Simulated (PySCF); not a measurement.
```tsv
atom	x (Å)	y (Å)	z (Å)
C	1.1098	2.5809	0.3466
C	0.3683	1.5613	0.7472
Si	0.0894	-0.0013	-0.2593
S	1.5532	-1.4802	0.2850
Si	3.3862	-0.4625	-0.1448
N	-1.4654	-0.6747	0.0799
Si	-1.6484	-2.3859	0.4225
Si	-2.8673	0.3479	-0.0938
H	1.2623	3.4645	0.9479
H	1.6002	2.5794	-0.6141
H	-0.1060	1.6130	1.7203
H	0.2602	0.2504	-1.6955
H	3.5258	0.6841	0.7453
H	4.3941	-1.4806	0.0920
H	3.3678	-0.0195	-1.5351
H	-3.0894	-2.6058	0.5321
H	-0.9785	-2.6855	1.6837
H	-1.0955	-3.1509	-0.6921
H	-2.3852	1.7268	-0.1553
H	-3.7217	0.1485	1.0744
H	-3.5690	0.0072	-1.3326
```

Geometry: GFN2-xTB.

Theory: PySCF, PBE0/pcSseg-1, SCF density, gas phase, non-relativistic.

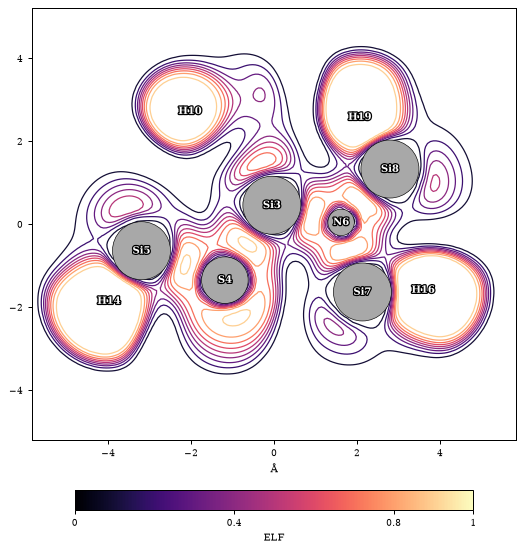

C₂H₁₃NSSi₄. ELF on the plane of atoms Si7, N6 and Si8. Grey discs cover the atomic cores.

> Describe what can be read from this map.

- The plane passes through Si, S, N and H nuclei.
- Si–N (1.73 Å): the ELF peaks at about 0.90 between the atoms: a shared but strongly polarised pair.
- Si–S (2.14 Å): the ELF peaks at about 0.90 between the atoms; localised, covalent bonding.
- Si–H (1.45 Å): the ELF climbs to about 1 towards the hydrogen, as it does in any bond to H.
- The ELF also peaks beside S4, away from the bonds: lone-pair regions.
